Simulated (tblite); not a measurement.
## Run report: C3H7FPSi2, geometry relaxation

C3H7FPSi2, multiplicity 2, computed with GFN2-xTB geometry optimisation, gas phase (tblite 0.8.0).

It belongs to a series of runs on one base structure; here: H removed from sp3 C.

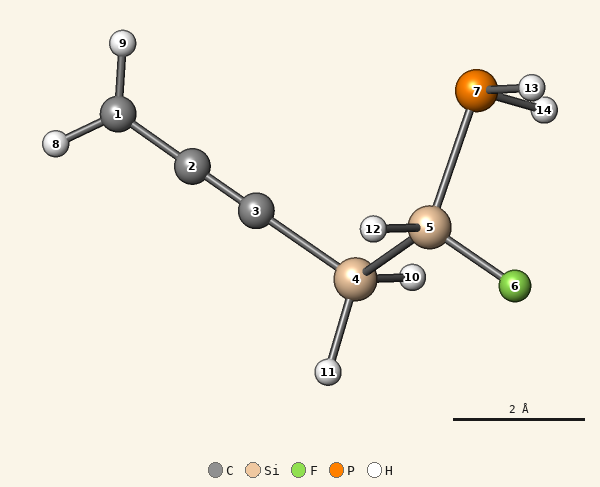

Fig. 1: The structure as given in the input (ball-and-stick view, seen at a tilt; atoms are numbered from 1 in the order of the input).

Results in brief:

```json
{"quantity": "outcome", "value": "converged"}
{"quantity": "total energy", "value": "−561.2184 eV"}
{"quantity": "hardware", "value": "1 CPU thread, shared host"}
{"quantity": "wall time", "value": "1.4 s"}
{"quantity": "peak memory", "value": "0.18 GiB"}
```

Input file:
```
{"job": {"kind": "relax", "xc": "GFN2-xTB", "basis": "xTB"}, "charge": 0, "multiplicity": 2}
C     -3.627400     0.618700     0.727300
C     -2.463500     0.191200     0.068700
C     -1.448900    -0.184700    -0.468700
Si     0.107200    -0.742900    -1.330200
Si     1.863800    -0.741900     0.184200
F      3.216500    -1.234900    -0.530500
P      2.275200     1.297900     0.978300
H     -4.563100     0.099000     0.578700
H     -3.607200     1.485800     1.377200
H      0.399300     0.147700    -2.468100
H     -0.101600    -2.120500    -1.875500
H      1.590400    -1.636300     1.336900
H      3.509800     0.988500     1.597000
H      2.848800     1.832100    -0.197500
```

The first line tells a small driver script what to run in tblite; the rest is the geometry in Å.

Launch command:
```bash
OMP_NUM_THREADS=1 python <driver script> task.json out
```

What the program printed:
```
step      E/eV     max force
  0    -560.90515    4.237
  1    -560.85420    5.337
  2    -561.03686    0.665
  3    -561.05624    0.383
  4    -561.07675    0.647
  5    -561.09255    0.392
  6    -561.10256    0.315
  7    -561.11147    0.290
  8    -561.11673    0.171
  9    -561.11989    0.151
 10    -561.12200    0.119
 11    -561.12413    0.146
 12    -561.12641    0.137
 13    -561.12822    0.096
 14    -561.12914    0.064
 15    -561.12964    0.056
 16    -561.13011    0.058
 17    -561.13069    0.061
 18    -561.13134    0.063
 19    -561.13188    0.061
 20    -561.13225    0.046
 21    -561.13255    0.052
 22    -561.13284    0.047
 23    -561.13312    0.046
 24    -561.13338    0.045
 25    -561.13364    0.045
 26    -561.13393    0.054
 27    -561.13432    0.059
 28    -561.13478    0.059
 29    -561.13519    0.053
 30    -561.13549    0.063
 31    -561.13576    0.060
 32    -561.13615    0.061
 33    -561.13684    0.103
 34    -561.13786    0.129
 35    -561.13884    0.104
 36    -561.13954    0.053
 37    -561.13995    0.047
 38    -561.14041    0.082
 39    -561.14129    0.130
 40    -561.14286    0.165
 41    -561.14394    0.142
 42    -561.14553    0.127
 43    -561.14652    0.106
 44    -561.14758    0.074
 45    -561.14852    0.087
 46    -561.14985    0.099
 47    -561.15080    0.080
 48    -561.15130    0.054
 49    -561.15136    0.098
 50    -561.15183    0.042
 51    -561.15225    0.046
 52    -561.15376    0.069
 53    -561.15496    0.048
 54    -561.15543    0.055
 55    -561.15606    0.047
 56    -561.15644    0.044
 57    -561.15704    0.053
 58    -561.15758    0.061
 59    -561.15808    0.053
 60    -561.15837    0.060
 61    -561.15865    0.061
 62    -561.15887    0.049
 63    -561.15908    0.039
 64    -561.15925    0.035
 65    -561.15940    0.028
 66    -561.15950    0.030
 67    -561.15960    0.029
 68    -561.15972    0.029
 69    -561.15990    0.039
 70    -561.16011    0.043
 71    -561.16029    0.026
 72    -561.16034    0.020
 73    -561.16042    0.028
 74    -561.16052    0.038
 75    -561.16066    0.036
 76    -561.16080    0.028
 77    -561.16090    0.018
 78    -561.16095    0.028
 79    -561.16100    0.019
 80    -561.16105    0.018
 81    -561.16116    0.035
 82    -561.16129    0.037
 83    -561.16142    0.029
 84    -561.16152    0.023
 85    -561.16158    0.030
 86    -561.16166    0.026
 87    -561.16173    0.023
 88    -561.16192    0.024
 89    -561.16204    0.029
 90    -561.16218    0.033
 91    -561.16227    0.030
 92    -561.16235    0.022
 93    -561.16243    0.027
 94    -561.16253    0.058
 95    -561.16268    0.032
 96    -561.16286    0.023
 97    -561.16301    0.025
 98    -561.16311    0.027
 99    -561.16344    0.049
100    -561.16383    0.068
101    -561.16357    0.191
102    -561.16474    0.070
103    -561.16523    0.054
104    -561.15963    0.468
105    -561.16596    0.035
106    -561.16632    0.037
107    -561.15969    0.583
108    -561.16701    0.040
109    -561.16758    0.045
110    -561.16122    0.636
111    -561.16859    0.049
112    -561.16937    0.063
113    -561.16066    0.736
114    -561.17066    0.085
115    -561.17159    0.110
116    -561.16086    0.798
117    -561.17340    0.120
118    -561.17459    0.138
119    -561.16400    0.702
120    -561.17682    0.127
121    -561.17804    0.127
122    -561.17782    0.316
123    -561.18034    0.107
124    -561.18098    0.103
125    -561.18204    0.143
126    -561.18257    0.091
127    -561.18345    0.048
128    -561.18428    0.067
129    -561.18542    0.119
130    -561.18694    0.112
131    -561.18722    0.127
132    -561.18765    0.061
133    -561.18789    0.049
134    -561.18833    0.064
135    -561.18872    0.050
136    -561.18963    0.070
137    -561.19048    0.081
138    -561.19160    0.134
139    -561.19191    0.162
140    -561.19341    0.056
141    -561.19403    0.051
142    -561.19532    0.085
143    -561.19667    0.093
144    -561.19875    0.129
145    -561.20048    0.126
146    -561.20181    0.111
147    -561.20274    0.092
148    -561.20344    0.060
149    -561.20399    0.060
150    -561.20443    0.061
151    -561.20482    0.073
152    -561.20528    0.071
153    -561.20576    0.056
154    -561.20629    0.039
155    -561.20665    0.073
156    -561.20696    0.051
157    -561.20730    0.056
158    -561.20770    0.048
159    -561.20803    0.046
160    -561.20850    0.046
161    -561.20903    0.053
162    -561.20963    0.105
163    -561.20977    0.108
164    -561.21084    0.080
165    -561.21174    0.090
166    -561.21373    0.054
167    -561.21429    0.048
168    -561.21470    0.060
169    -561.21501    0.053
170    -561.21535    0.043
171    -561.21564    0.059
172    -561.21598    0.054
173    -561.21631    0.057
174    -561.21672    0.052
175    -561.21701    0.041
176    -561.21733    0.030
177    -561.21754    0.043
178    -561.21770    0.035
179    -561.21787    0.041
180    -561.21800    0.027
181    -561.21808    0.017
182    -561.21812    0.015
183    -561.21817    0.016
184    -561.21821    0.017
185    -561.21824    0.014
186    -561.21826    0.015
187    -561.21828    0.017
188    -561.21831    0.017
189    -561.21834    0.017
190    -561.21837    0.016
191    -561.21839    0.010
```

Trajectory as extended XYZ (Å, eV, eV/Å), 8 of the 192 frames kept, from step=0 to step=191:
```
14
Properties=species:S:1:pos:R:3:forces:R:3 step=0 energy=-560.90515
C    -3.6274    0.6187    0.7273    1.6340  -0.5260  -0.9060
C    -2.4635    0.1912    0.0687   -3.4950   1.2810   2.0230
C    -1.4489   -0.1847   -0.4687    2.2220  -0.8030  -1.2940
Si    0.1072   -0.7429   -1.3302   -0.4780  -0.1950   0.0480
Si    1.8638   -0.7419    0.1842   -0.6640  -0.0220   0.3250
F     3.2165   -1.2349   -0.5305    0.3060  -0.3720  -0.1170
P     2.2752    1.2979    0.9783    0.4420   0.4690   0.2190
H    -4.5631    0.0990    0.5787    0.2540   0.0800   0.0090
H    -3.6072    1.4858    1.3772    0.0630  -0.2750  -0.2450
H     0.3993    0.1477   -2.4681   -0.1200   0.0010   0.0230
H    -0.1016   -2.1205   -1.8755   -0.0310   0.4140   0.1540
H     1.5904   -1.6363    1.3369    0.3520   0.1700  -0.2620
H     3.5098    0.9885    1.5970   -0.4130   0.1240  -0.4400
H     2.8488    1.8321   -0.1975   -0.0720  -0.3470   0.4640
14
Properties=species:S:1:pos:R:3:forces:R:3 step=27 energy=-561.13432
C    -3.5751    0.6008    0.7023    0.0180  -0.0060  -0.0150
C    -2.4637    0.1916    0.0703   -0.0100   0.0070   0.0160
C    -1.4452   -0.1759   -0.5236   -0.0030  -0.0130  -0.0140
Si    0.0837   -0.7358   -1.3523   -0.0170   0.0190   0.0430
Si    1.7933   -0.7063    0.2280    0.0090   0.0190   0.0280
F     3.1079   -1.3088   -0.5263   -0.0260   0.0100   0.0340
P     2.2737    1.3399    1.0527    0.0070  -0.0510  -0.0290
H    -4.4964    0.0518    0.6070    0.0290   0.0170   0.0280
H    -3.5680    1.4896    1.3100   -0.0130  -0.0250  -0.0340
H     0.3622    0.1665   -2.4811    0.0170   0.0230  -0.0200
H    -0.1328   -2.0846   -1.8883   -0.0050  -0.0140   0.0010
H     1.7304   -1.5919    1.3921   -0.0040  -0.0100  -0.0320
H     3.5189    0.9630    1.5240    0.0060   0.0030  -0.0110
H     2.8106    1.7997   -0.1370   -0.0090   0.0220   0.0050
14
Properties=species:S:1:pos:R:3:forces:R:3 step=55 energy=-561.15606
C    -3.5427    0.5896    0.7036   -0.0200  -0.0070  -0.0170
C    -2.4487    0.2049    0.0324    0.0040   0.0040  -0.0070
C    -1.4543   -0.1411   -0.6141    0.0440  -0.0150   0.0070
Si    0.1106   -0.6705   -1.3833    0.0280  -0.0220   0.0240
Si    1.7429   -0.7305    0.2886    0.0100  -0.0080   0.0300
F     3.0598   -1.4035   -0.3949   -0.0150  -0.0360  -0.0170
P     2.3683    1.2341    1.1914   -0.0080   0.0340   0.0090
H    -4.2720   -0.1310    1.0305    0.0100   0.0240   0.0100
H    -3.7137    1.6289    0.9209   -0.0240  -0.0020   0.0150
H     0.4588    0.2600   -2.4692    0.0000   0.0050   0.0080
H    -0.0656   -2.0157   -1.9437   -0.0060   0.0050  -0.0140
H     1.5542   -1.6278    1.4301   -0.0050  -0.0110  -0.0290
H     3.7152    0.9173    1.2089   -0.0200  -0.0110  -0.0120
H     2.4865    1.8848   -0.0233    0.0010   0.0370  -0.0080
14
Properties=species:S:1:pos:R:3:forces:R:3 step=82 energy=-561.16129
C    -3.5295    0.5924    0.6894    0.0070   0.0220  -0.0070
C    -2.4231    0.2155    0.0328   -0.0060  -0.0090   0.0040
C    -1.4195   -0.1395   -0.5948   -0.0030   0.0070  -0.0030
Si    0.1460   -0.6445   -1.3796   -0.0100   0.0140   0.0010
Si    1.7425   -0.7676    0.3188    0.0020  -0.0060   0.0090
F     3.0290   -1.5204   -0.3391    0.0030   0.0080   0.0030
P     2.4248    1.1752    1.2327   -0.0030  -0.0170   0.0330
H    -4.1264   -0.1245    1.2252    0.0010   0.0040  -0.0110
H    -3.8423    1.6221    0.6962    0.0010  -0.0170   0.0070
H     0.5037    0.3340   -2.4199   -0.0050  -0.0030   0.0100
H    -0.0384   -1.9585   -2.0064    0.0090  -0.0120  -0.0020
H     1.4795   -1.6561    1.4513    0.0050  -0.0010  -0.0020
H     3.7671    0.9457    0.9921   -0.0080  -0.0010  -0.0230
H     2.2860    1.9257    0.0793    0.0060   0.0130  -0.0200
14
Properties=species:S:1:pos:R:3:forces:R:3 step=109 energy=-561.16758
C    -3.5385    0.6144    0.6496    0.0150   0.0080   0.0100
C    -2.4197    0.2225    0.0240    0.0150   0.0020   0.0010
C    -1.4026   -0.1631   -0.5628   -0.0190   0.0380  -0.0160
Si    0.1823   -0.6241   -1.3347   -0.0050  -0.0070  -0.0010
Si    1.7561   -0.8192    0.3779    0.0170  -0.0120  -0.0030
F     3.0109   -1.5999   -0.3043    0.0140  -0.0290   0.0160
P     2.5827    1.0786    1.2639    0.0020   0.0080  -0.0140
H    -4.0890   -0.0720    1.2674   -0.0380  -0.0100   0.0040
H    -3.9037    1.6225    0.5585    0.0160  -0.0200  -0.0060
H     0.5546    0.4210   -2.3033   -0.0090  -0.0120  -0.0110
H     0.0359   -1.9048   -2.0373   -0.0090   0.0000  -0.0040
H     1.4713   -1.7079    1.5044    0.0010   0.0050  -0.0030
H     3.7620    1.0153    0.5445    0.0040   0.0050  -0.0030
H     1.9970    1.9162    0.3301   -0.0050   0.0260   0.0320
14
Properties=species:S:1:pos:R:3:forces:R:3 step=136 energy=-561.18963
C    -3.5781    0.6424    0.5932    0.0260  -0.0460  -0.0070
C    -2.4309    0.2254    0.0381    0.0500  -0.0080  -0.0080
C    -1.3807   -0.1572   -0.4896    0.0100   0.0220  -0.0160
Si    0.1901   -0.6700   -1.2654   -0.0070  -0.0190  -0.0100
Si    1.8455   -0.8385    0.3834   -0.0130  -0.0210  -0.0250
F     3.0550   -1.6693   -0.3188   -0.0140  -0.0060   0.0040
P     2.8392    1.0065    1.1993    0.0410   0.0040   0.0000
H    -4.3970   -0.0373    0.7459   -0.0110  -0.0110   0.0100
H    -3.7058    1.6667    0.8918   -0.0080   0.0390   0.0030
H     0.5549    0.3487   -2.2681   -0.0010  -0.0170   0.0060
H    -0.0132   -1.9597   -1.9441    0.0090   0.0590   0.0360
H     1.5701   -1.6937    1.5390   -0.0160   0.0100   0.0050
H     3.5998    1.2434    0.0647   -0.0660   0.0070   0.0120
H     1.8504    1.8921    0.8084   -0.0010  -0.0130  -0.0100
14
Properties=species:S:1:pos:R:3:forces:R:3 step=164 energy=-561.21084
C    -3.5083    0.6375    0.5873    0.0210   0.0740  -0.0220
C    -2.3564    0.2864   -0.0024    0.0100  -0.0060   0.0200
C    -1.3018   -0.0344   -0.5612   -0.0090  -0.0270  -0.0020
Si    0.2550   -0.6404   -1.2936   -0.0300  -0.0220  -0.0150
Si    1.8359   -0.8804    0.4115   -0.0430  -0.0250   0.0020
F     2.9913   -1.8621   -0.1705   -0.0270  -0.0090   0.0250
P     2.9435    0.9594    1.0497    0.0620   0.0200   0.0470
H    -4.2824   -0.0899    0.7493   -0.0270  -0.0270   0.0190
H    -3.6944    1.6525    0.8945    0.0210  -0.0300  -0.0130
H     0.7248    0.3357   -2.2915   -0.0140   0.0070  -0.0180
H    -0.0228   -1.9216   -1.9555    0.0210   0.0130  -0.0110
H     1.4237   -1.5817    1.6296    0.0370   0.0060  -0.0250
H     3.1876    1.4055   -0.2379   -0.0040   0.0220  -0.0100
H     1.8036    1.7332    1.1685   -0.0160   0.0040   0.0030
14
Properties=species:S:1:pos:R:3:forces:R:3 step=191 energy=-561.21839
C    -3.4639    0.6461    0.5927    0.0030  -0.0040  -0.0020
C    -2.3412    0.2534   -0.0255    0.0030  -0.0020  -0.0010
C    -1.3197   -0.1088   -0.6199    0.0000   0.0010   0.0000
Si    0.2606   -0.6540   -1.3477   -0.0020   0.0060  -0.0020
Si    1.7985   -0.8644    0.4044    0.0050  -0.0010   0.0090
F     2.9174   -1.9277   -0.0992   -0.0030   0.0030  -0.0030
P     2.9715    0.9431    1.0315   -0.0010   0.0070  -0.0060
H    -4.2056   -0.0710    0.8972    0.0000   0.0020   0.0000
H    -3.6491    1.6858    0.7967   -0.0020   0.0030  -0.0040
H     0.7013    0.3560   -2.3262   -0.0020  -0.0050   0.0060
H     0.0636   -1.9345   -2.0364   -0.0050  -0.0030  -0.0010
H     1.3366   -1.5011    1.6393    0.0030   0.0000  -0.0060
H     3.0874    1.4836   -0.2391   -0.0030  -0.0020   0.0070
H     1.8419    1.6929    1.3101    0.0040  -0.0050   0.0020
```

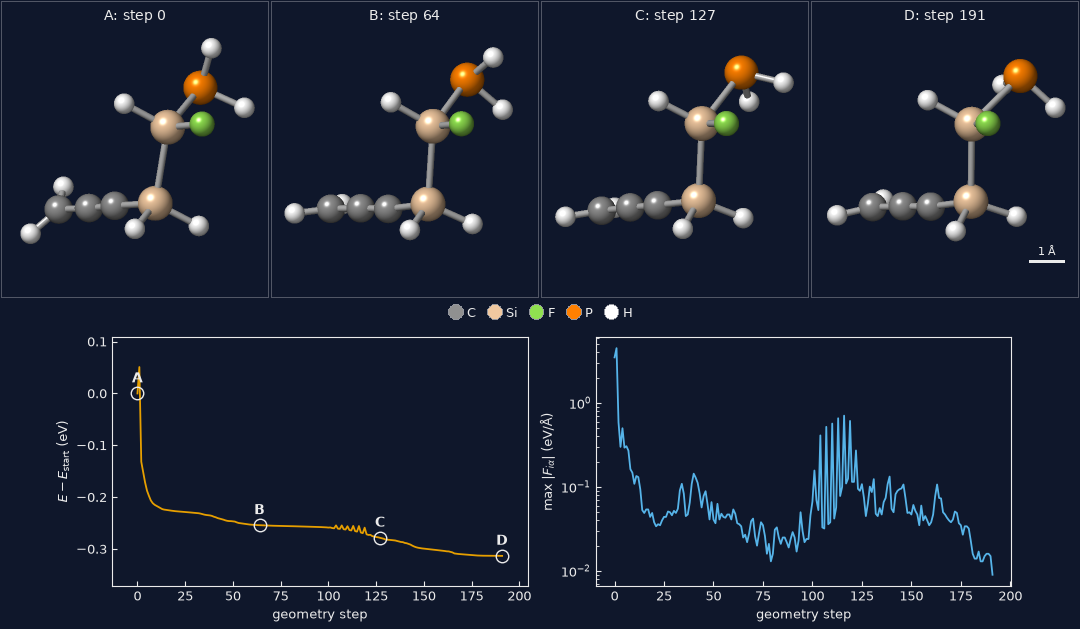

Fig. 2: Frames of the relaxation (ball-and-stick view, seen at a tilt) above the curves, on which the letters mark them (steps are counted from 0).

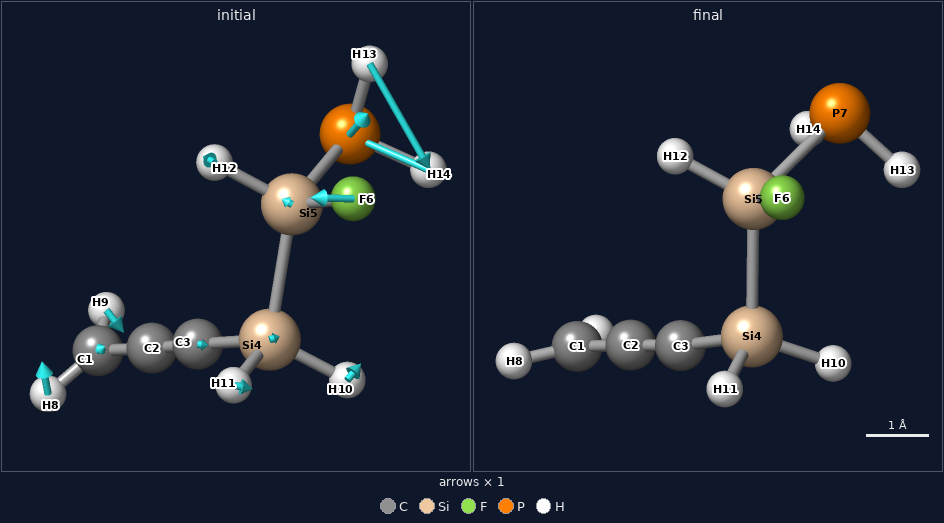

Fig. 3: Before (left) and after (right) the relaxation, at one scale (ball-and-stick view, seen at a tilt). The teal arrows give the displacements, at true length. The largest move after the best rigid fit is that of H13, 2.01 Å. By element the largest moves are H 2.01 Å, P 0.79 Å, F 0.78 Å, Si 0.19 Å, C 0.18 Å. Among the contacts that change: C1–C2 1.404 → 1.340 Å, C3–Si4 1.864 → 1.823 Å, P7–H13 1.415 → 1.386 Å, Si4–H11 1.496 → 1.467 Å. Among the angles that change: F6–Si5–H12 108.4° → 101.2°, Si4–Si5–P7 111.9° → 118.7°, Si4–Si5–H12 111.5° → 117.6°. Over 191 geometry steps the energy falls by 0.313 eV. Largest force component: 3.5 eV/Å at the start, 0.009 eV/Å at the end. (Atoms are counted from 1 in the order of the input.)
